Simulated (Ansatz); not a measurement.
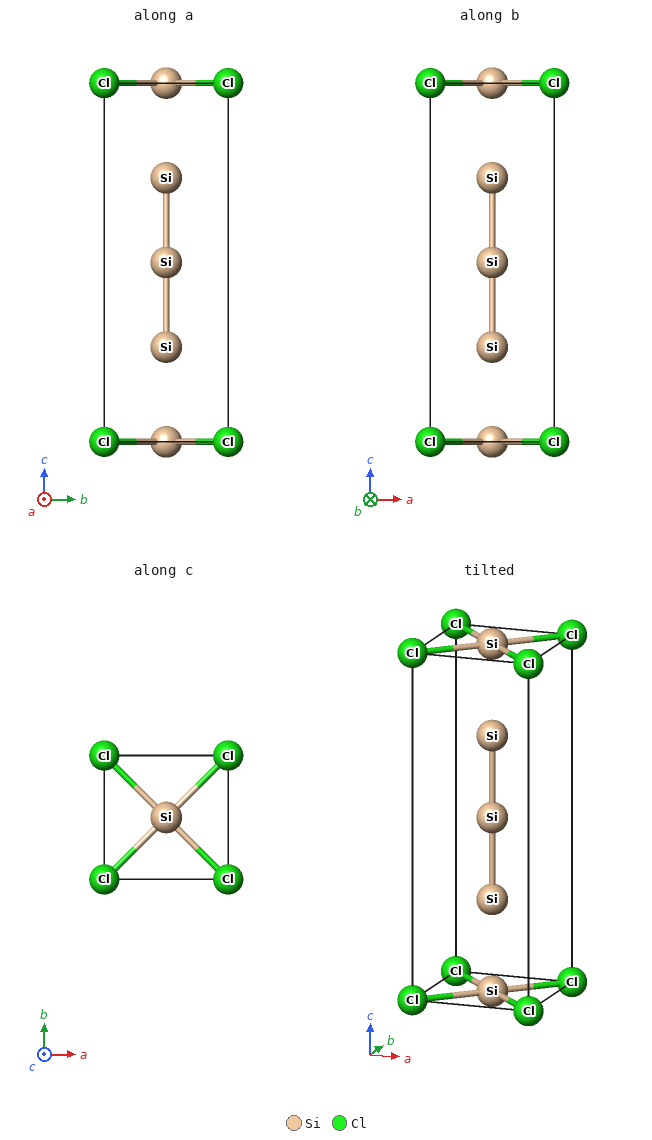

The figure gives a ball-and-stick picture of the atoms, viewed along the a axis, along the b axis, along the c axis and slightly off an axis. The outline marks the conventional unit cell.

Lattice parameters: a = 3.3834 Å, b = 3.3834 Å, c = 9.7943 Å, α = 90.000°, β = 90.000°, γ = 90.000°.

Q: Set out the cell and atoms as a CIF with its space group and independent sites, with free fractional coordinates to two decimals.

A:
```cif
data_structure
_symmetry_space_group_name_H-M 'P 4/m m m'
_symmetry_Int_Tables_number 123
_cell_length_a 3.3834
_cell_length_b 3.3834
_cell_length_c 9.7943
_cell_angle_alpha 90.000
_cell_angle_beta 90.000
_cell_angle_gamma 90.000
_cell_volume 112.12
loop_
_atom_site_label
_atom_site_type_symbol
_atom_site_symmetry_multiplicity
_atom_site_Wyckoff_symbol
_atom_site_fract_x
_atom_site_fract_y
_atom_site_fract_z
_atom_site_occupancy
Si1 Si 1 d 0.50 0.50 0.50 1
Si2 Si 1 c 0.50 0.50 0.00 1
Si3 Si 2 h 0.50 0.50 0.74 1
Cl1 Cl 1 a 0.00 0.00 0.00 1
```

It derives from a random cell made by a generator, so it need not be a real form of the compound. It is drawn as it came out of a relaxation with DFT PBE, scalar-relativistic, plane waves, PAW (Ansatz).
